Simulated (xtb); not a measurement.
**Run report: GaH2F, geometry relaxation (part 1 of 2)**

System: GaH2F.
Method: GFN1-xTB (xtb 6.7.1).

The geometry comes from this level: GFN2-xTB.

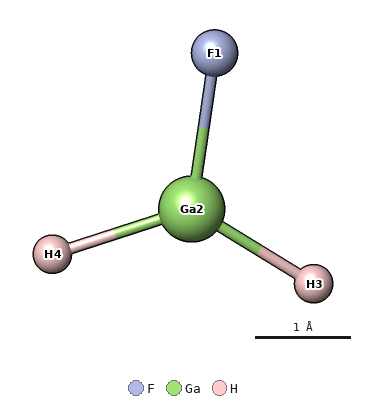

Figure 1. The starting structure (ball-and-stick view, seen at a tilt; atoms are numbered from 1 in the order of the input). Sticks mark near contacts. Bond lengths as drawn: F–Ga 1.73 Å and Ga–H 1.54 Å.

Input file (input.xyz)
```
4

F     -0.57547    -0.47041     1.45279
Ga     0.03537     0.02920    -0.08899
H     -0.86211    -0.30317    -1.29839
H      1.40221     0.74438    -0.06542
```

Machine: 1 thread of Intel Xeon @ 2.50GHz (Skylake/Cascade Lake), 189 GiB of memory available, shared host.

Command:
```bash
xtb input.xyz --gfn 1 --chrg 0 -o vtight > out.txt
```

Log
```
* xtb version 6.7.1
   ID    Z sym.   atoms
    1    9 F      1
    2   31 Ga     2
    3    1 H      3, 4

           -------------------------------------------------
          |                Calculation Setup                |
           -------------------------------------------------

          program call               : xtb input.xyz --gfn 1 --chrg 0 -o vtight
          coordinate file            : input.xyz
          omp threads                :                     1

           -------------------------------------------------
          |                 G F N 1 - x T B                 |
           -------------------------------------------------

      * Hamiltonian:
        H0-scaling (s, p, d)           1.850000    2.250000    2.000000
        zeta-weighting                 0.000000
      * Dispersion:
        s8                             2.400000
        a1                             0.630000
        a2                             5.000000
        s9                             0.000000
      * Repulsion:
        kExp                           1.500000
        rExp                           1.000000
      * Coulomb:
        alpha                          2.000000
        third order                    atomic
        anisotropic                    false
      * Halogen bond correction:
        rad-scale                      1.300000
        damping                        0.440000

          ...................................................
          :                      SETUP                      :
          :.................................................:
          :  # basis functions                  18          :
          :  # atomic orbitals                  17          :
          :  # shells                            9          :
          :  # electrons                        12          :
          :  # halogen bonds                     0          :
          :  max. iterations                   250          :
          :  Hamiltonian                  GFN1-xTB          :
          :  restarted?                      false          :
          :  GBSA solvation                  false          :
          :  PC potential                    false          :
          :  electronic temp.          300.0000000     K    :
          :  accuracy                    1.0000000          :
          :  -> integral cutoff          0.2500000E+02      :
          :  -> integral neglect         0.1000000E-07      :
          :  -> SCF convergence          0.1000000E-05 Eh   :
          :  -> wf. convergence          0.2000000E-04 e    :
          :  Broyden damping             0.4000000          :
          :  net charge                          0          :
          :  unpaired electrons                  0          :
          ...................................................

 iter      E             dE          RMSdq      gap      omega  full diag
   1     -7.5911456 -0.759115E+01  0.446E+00    7.35       0.0  T
   2     -7.5997318 -0.858618E-02  0.229E+00    7.09       1.0  T
   3     -7.6000597 -0.327902E-03  0.561E-01    6.98       1.0  T
   4     -7.6001666 -0.106934E-03  0.491E-02    7.03       1.0  T
   5     -7.6001748 -0.817534E-05  0.218E-02    7.02       2.3  T
   6     -7.6001767 -0.187631E-05  0.309E-03    7.02      16.2  T
   7     -7.6001767 -0.240730E-07  0.566E-04    7.02      88.3  T
   8     -7.6001767 -0.129944E-08  0.159E-06    7.02   31454.3  T
   9     -7.6001767 -0.532907E-14  0.212E-07    7.02  100000.0  T

   *** convergence criteria satisfied after 9 iterations ***

         #    Occupation            Energy/Eh            Energy/eV
      -------------------------------------------------------------
         1        2.0000           -0.7831406             -21.3103
         2        2.0000           -0.5667074             -15.4209
         3        2.0000           -0.4997324             -13.5984
         4        2.0000           -0.4930391             -13.4163
         5        2.0000           -0.4837134             -13.1625
         6        2.0000           -0.4581273             -12.4663 (HOMO)
         7                         -0.2000594              -5.4439 (LUMO)
         8                         -0.1841907              -5.0121
         9                         -0.1106734              -3.0116
        10                         -0.1030697              -2.8047
        11                         -0.0864605              -2.3527
       ...                                ...                  ...
        17                          0.9445948              25.7037
      -------------------------------------------------------------
                  HL-Gap            0.2580679 Eh            7.0224 eV
             Fermi-level           -0.3290933 Eh           -8.9551 eV

 SCC (total)                   0 d,  0 h,  0 min,  0.006 sec
 SCC setup                      ...        0 min,  0.000 sec (  2.479%)
 Dispersion                     ...        0 min,  0.000 sec (  0.955%)
 classical contributions        ...        0 min,  0.000 sec (  0.431%)
 integral evaluation            ...        0 min,  0.001 sec ( 21.437%)
 iterations                     ...        0 min,  0.003 sec ( 41.320%)
 molecular gradient             ...        0 min,  0.002 sec ( 28.030%)
 printout                       ...        0 min,  0.000 sec (  4.705%)

         :::::::::::::::::::::::::::::::::::::::::::::::::::::
         ::                     SUMMARY                     ::
         :::::::::::::::::::::::::::::::::::::::::::::::::::::
         :: total energy              -7.582777570557 Eh    ::
         :: gradient norm              0.010247178214 Eh/a0 ::
         :: HOMO-LUMO gap              7.022383659329 eV    ::
         ::.................................................::
         :: SCC energy                -7.600176678333 Eh    ::
         :: -> electrostatic           0.031582400651 Eh    ::
         :: repulsion energy           0.017830489036 Eh    ::
         :: dispersion energy         -0.000431381260 Eh    ::
         :: halogen bond corr.         0.000000000000 Eh    ::
         :: add. restraining           0.000000000000 Eh    ::
         :: total charge               0.000000000000 e     ::
         :::::::::::::::::::::::::::::::::::::::::::::::::::::

      -----------------------------------------------------------
     |                   =====================                   |
     |                        A N C O P T                        |
     |                   =====================                   |
     |               Approximate Normal Coordinate               |
     |                Rational Function Optimizer                |
      -----------------------------------------------------------
      -----------------------------------------------------------
     |                   =====================                   |
     |                        A N C O P T                        |
     |                   =====================                   |
     |               Approximate Normal Coordinate               |
     |                Rational Function Optimizer                |
      -----------------------------------------------------------

          ...................................................
          :                      SETUP                      :
          :.................................................:
          :   optimization level         verytight          :
          :   max. optcycles                   200          :
          :   ANC micro-cycles                  20          :
          :   degrees of freedom                 6          :
          :.................................................:
          :   RF solver                   davidson          :
          :   write xtbopt.log                true          :
          :   linear?                        false          :
          :   energy convergence         0.1000000E-06 Eh   :
          :   grad. convergence          0.2000000E-03 Eh/α :
          :   maxmium RF displ.          1.0000000          :
          :   Hlow (freq-cutoff)         0.1000000E-01      :
          :   Hmax (freq-cutoff)         5.0000000          :
          :   S6 in model hess.         20.0000000          :
          ...................................................

generating ANC from exact Hessian ...
Using Lindh-Hessian (1995)
 Shifting diagonal of input Hessian by    9.8752459851340173E-003
 Lowest  eigenvalues of input Hessian
    0.000000    0.000000    0.000000    0.000000    0.000000    0.000000
    0.010000    0.033956    0.042371    0.211682    0.489614    1.078274
 Highest eigenvalues
    0.010000    0.033956    0.042371    0.211682    0.489614    1.078274

........................................................................
.............................. CYCLE    1 ..............................
........................................................................

 iter      E             dE          RMSdq      gap      omega  full diag
   1     -7.6001767 -0.760018E+01  0.266E-07    7.02       0.0  T
   2     -7.6001767  0.888178E-14  0.325E-08    7.02  100000.0  T
   3     -7.6001767 -0.355271E-14  0.226E-08    7.02  100000.0  T
     SCC iter.                  ...        0 min,  0.001 sec
     gradient                   ...        0 min,  0.002 sec
 * total energy  :    -7.5827776 Eh     change       -0.8881784E-15 Eh
   gradient norm :     0.0102472 Eh/α   predicted     0.0000000E+00 (-100.00%)
   displ. norm   :     0.1229409 α      lambda       -0.8613504E-03
   maximum displ.:     0.1150641 α      in ANC's #2, #4, #1, ...

........................................................................
.............................. CYCLE    2 ..............................
........................................................................

 iter      E             dE          RMSdq      gap      omega  full diag
   1     -7.6023933 -0.760239E+01  0.717E-02    7.11       0.0  T
   2     -7.6024080 -0.146758E-04  0.257E-02    7.10       1.9  T
   3     -7.6024084 -0.399627E-06  0.962E-03    7.10       5.2  T
   4     -7.6024084 -0.984267E-09  0.359E-03    7.10      13.9  T
   5     -7.6024084 -0.286766E-08  0.388E-05    7.10    1287.4  T
   6     -7.6024084 -0.104805E-12  0.317E-06    7.10   15789.8  T
     SCC iter.                  ...        0 min,  0.001 sec
     gradient                   ...        0 min,  0.002 sec
 * total energy  :    -7.5833033 Eh     change       -0.5256907E-03 Eh
   gradient norm :     0.0029546 Eh/α   predicted    -0.4371857E-03 ( -16.84%)
   displ. norm   :     0.0333826 α      lambda       -0.6985928E-04
   maximum displ.:     0.0256581 α      in ANC's #2, #4, #1, ...

........................................................................
.............................. CYCLE    3 ..............................
........................................................................

 iter      E             dE          RMSdq      gap      omega  full diag
   1     -7.6032279 -0.760323E+01  0.188E-02    7.14       0.0  T
   2     -7.6032288 -0.957283E-06  0.814E-03    7.13       6.1  T
   3     -7.6032289 -0.213101E-07  0.352E-03    7.13      14.2  T
   4     -7.6032289  0.343547E-10  0.937E-04    7.13      53.4  T
   5     -7.6032289 -0.341126E-09  0.106E-05    7.13    4716.9  T
   6     -7.6032289 -0.142109E-13  0.256E-07    7.13  100000.0  T
     SCC iter.                  ...        0 min,  0.001 sec
     gradient                   ...        0 min,  0.002 sec
 * total energy  :    -7.5833369 Eh     change       -0.3362728E-04 Eh
   gradient norm :     0.0005875 Eh/α   predicted    -0.3496790E-04 (   3.99%)
   displ. norm   :     0.0564523 α      lambda       -0.1572570E-04
   maximum displ.:     0.0549866 α      in ANC's #1, #2, #4, ...

........................................................................
.............................. CYCLE    4 ..............................
........................................................................

 iter      E             dE          RMSdq      gap      omega  full diag
   1     -7.6034052 -0.760341E+01  0.687E-03    7.09       0.0  T
   2     -7.6034054 -0.115753E-06  0.279E-03    7.09      18.0  T
   3     -7.6034054 -0.308571E-08  0.109E-03    7.09      45.7  T
   4     -7.6034054 -0.820588E-11  0.344E-04    7.09     145.4  T
   5     -7.6034054 -0.383027E-10  0.409E-06    7.09   12215.7  T
   6     -7.6034054 -0.355271E-14  0.460E-08    7.09  100000.0  T
     SCC iter.                  ...        0 min,  0.001 sec
     gradient                   ...        0 min,  0.002 sec
 * total energy  :    -7.5832910 Eh     change        0.4587025E-04 Eh
   gradient norm :     0.0021691 Eh/α   predicted    -0.7874478E-05 (-117.17%)
   displ. norm   :     0.0309883 α      lambda       -0.6359222E-04
   maximum displ.:     0.0302487 α      in ANC's #1, #2, #4, ...

........................................................................
.............................. CYCLE    5 ..............................
........................................................................

 iter      E             dE          RMSdq      gap      omega  full diag
   1     -7.6033095 -0.760331E+01  0.403E-03    7.13       0.0  T
   2     -7.6033095 -0.551571E-07  0.142E-03    7.13      35.1  T
   3     -7.6033095 -0.133825E-08  0.581E-04    7.13      86.0  T
   4     -7.6033095 -0.433609E-11  0.213E-04    7.13     235.0  T
   5     -7.6033095 -0.894396E-11  0.180E-06    7.13   27750.8  T
   6     -7.6033095  0.888178E-14  0.190E-08    7.13  100000.0  T
     SCC iter.                  ...        0 min,  0.001 sec
     gradient                   ...        0 min,  0.002 sec
 * total energy  :    -7.5833336 Eh     change       -0.4262308E-04 Eh
   gradient norm :     0.0007559 Eh/α   predicted    -0.3182590E-04 ( -25.33%)
   displ. norm   :     0.0239371 α      lambda       -0.1105837E-04
   maximum displ.:     0.0232291 α      in ANC's #1, #2, #4, ...

........................................................................
.............................. CYCLE    6 ..............................
........................................................................
```
